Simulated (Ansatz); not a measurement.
# Which metal contacts MoSi2N4? The Schottky-Mott estimate

If a metal and one layer of MoSi2N4 lined up by their vacuum levels alone, the barrier for electrons would be the work function less the affinity, and that for holes the ionisation energy less the work function. What does that give for common contact metals?

How it was computed: Ansatz 0.2.0, plane waves with PAW datasets (its set soft_2), PBE. Layers: cell and atoms relaxed with a dispersion term, band edges read against the vacuum level. Here the gap is 2.04 eV, the ionisation energy 5.54 eV and the affinity 3.50 eV. Metals: relaxed slabs of 7 layers at the tabulated experimental lattice constant, Fermi-Dirac smearing of 0.1 eV, Ni with spin. Labels allow 0.1 eV either way. The layer is built with its outer anions above the metal atom, one of several stackings, and need not be the one that is grown.

Results:

```tsv
metal	work function (eV)	barrier for electrons (eV)	barrier for holes (eV)	by the rule
Sc(0001)	3.59	0.09	1.95	at the conduction edge
Al(111)	4.03	0.53	1.51	favours electrons
Hf(0001)	4.33	0.83	1.21	favours electrons
Ti(0001)	4.37	0.87	1.17	favours electrons
Ag(111)	4.49	0.99	1.05	mid-gap
Mo(110)	4.56	1.06	0.98	mid-gap
Cu(111)	4.82	1.32	0.72	favours holes
W(110)	4.84	1.34	0.70	favours holes
Ru(0001)	5.01	1.51	0.53	favours holes
Ni(111)	5.06	1.56	0.48	favours holes
Pd(111)	5.24	1.74	0.30	favours holes
Au(111)	5.27	1.77	0.27	favours holes
Pt(111)	5.71	2.21	−0.17	no barrier for holes
```

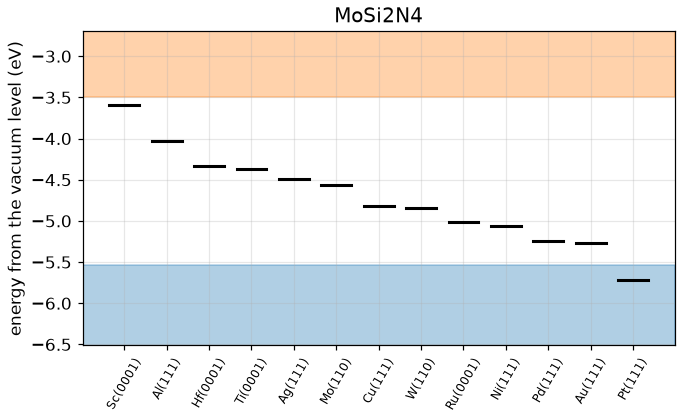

Fermi levels of the metals (black) against the layer's valence band (blue) and conduction band (orange).

**Reading.** By the rule the Fermi level lies over the conduction edge for 0, inside the gap for 12 and under the valence edge for 1 of the 13 metals. The middle of the gap lies 4.52 eV under the vacuum level: metals with a smaller work function favour electrons, those with a larger one holes. Worked for Cu(111): 4.82 − 3.50 = 1.32 eV and 5.54 − 4.82 = 0.72 eV, which add up to the gap, 2.04 eV.

Caveats: This is the limit without any interaction. A real contact lowers the metal's work function by compressing its electron tail, moves charge and can pin the Fermi level, so barriers at bonded contacts depend far less on the metal; van der Waals contacts come nearer to the rule. The layer is built from a prototype, and its stability was not tested. PBE gaps usually lie under quasiparticle gaps, which makes the two barriers together too small, and a missing barrier can be an artefact of that. Spin-orbit coupling is left out. The table is a selection: not every member that was run is listed.

[Logs are printed without paths, hosts, clocks, repeated set-up lines and the standing remarks that a program may print on its own settings, such as how far it seeks lower states.]
